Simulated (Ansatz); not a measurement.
# CH5FO2SSi: what the fields show

Input file:

```
crystal:
  periodic: [false, false, false]
  atoms:
    - {symbol: C, position_ang: [-0.956362, -0.173530, 1.744709]}
    - {symbol: S, position_ang: [0.774513, -0.379553, 1.220227]}
    - {symbol: Si, position_ang: [0.572045, 0.111759, -0.807563]}
    - {symbol: O, position_ang: [2.028376, 0.183386, -1.525361]}
    - {symbol: O, position_ang: [-0.354255, -0.985529, -1.562056]}
    - {symbol: F, position_ang: [-0.139533, 1.537318, -0.939738]}
    - {symbol: H, position_ang: [-0.980950, -0.383238, 2.813144]}
    - {symbol: H, position_ang: [-1.601186, -0.880718, 1.225689]}
    - {symbol: H, position_ang: [-1.295968, 0.846246, 1.571767]}
    - {symbol: H, position_ang: [2.631629, 0.875978, -1.251260]}
    - {symbol: H, position_ang: [-0.612908, -0.809119, -2.468758]}
basis:
  gaussian: {orbitals: def2-TZVPP}
hamiltonian: {xc: pbe0, dispersion: d4}
output: {orbitals: {seedname: orbitals}}
```

Launched as:

```sh
ansatz run in.yaml --threads 4 --pin off --events-out ev --progress --plain --max-ram 10444MiB
```

Geometry: PBE0-D4/def2-TZVP.

The calculation used RKS PBE0-D4/def2-TZVPP in Ansatz 0.2.0.

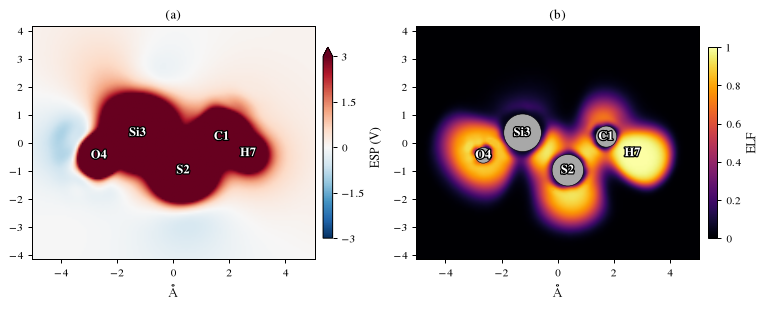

Figure 1. (a) electrostatic potential; (b) ELF on the plane of atoms C1, S2 and Si3. Grey discs cover the atomic cores in the ELF map.

Read the bonding off the picture.

Atoms in the plane: C, S, Si, O and H.
Si–O (1.63 Å): the ELF peaks at about 0.85 between the atoms; a polar covalent bond.
C–S (1.82 Å): the ELF peaks at about 0.90 between the atoms, as expected for localised, covalent bonding.
Si–S (2.10 Å): the ELF peaks at about 0.95 between the atoms, as expected for a covalent bond.
C–H (1.09 Å): the ELF climbs to about 1 towards the hydrogen, as it does in any bond to H; a covalent bond by its length.
The ELF also peaks beside S2 and O4, away from the bonds: lone-pair regions.
Outside the dense part of the molecule the potential is most negative (−1.0 V) near O4.

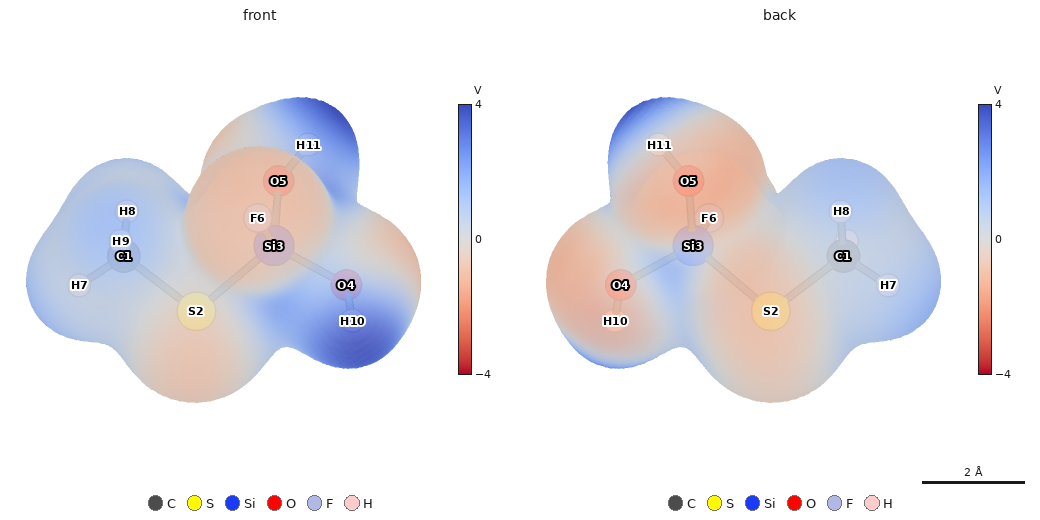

Figure 2. The molecular electrostatic potential painted on the density surface at 0.004 e/bohr³, seen from the front and from behind; the colour scale runs from red (negative) to blue (positive).

Which sites attract a positive test charge, and which a negative one?

A positive charge is drawn to the negative regions and a negative charge to the positive ones. The most negative region (about −1.3 V) lies over O4 and O5, the most positive (about +3.8 V) over H10 and H11.

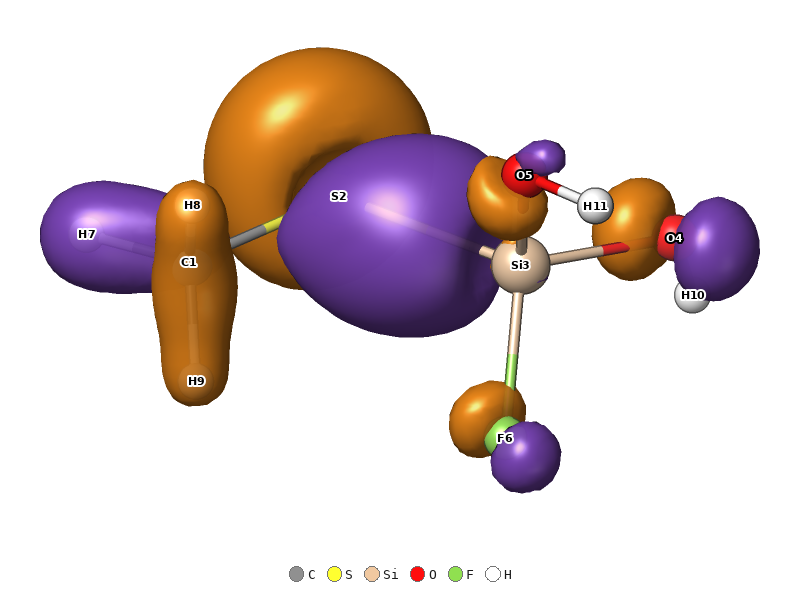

Figure 3. The HOMO−1 at ±0.15 Å⁻³ᐟ² (orange and purple are the two phases), seen from one side.

What is the character of this orbital?

It lies mainly on S2 (about 60 %), Si3 (about 10 %), C1 (about 10 %) and O4 (about 5 %). Its energy is −8.88 eV.
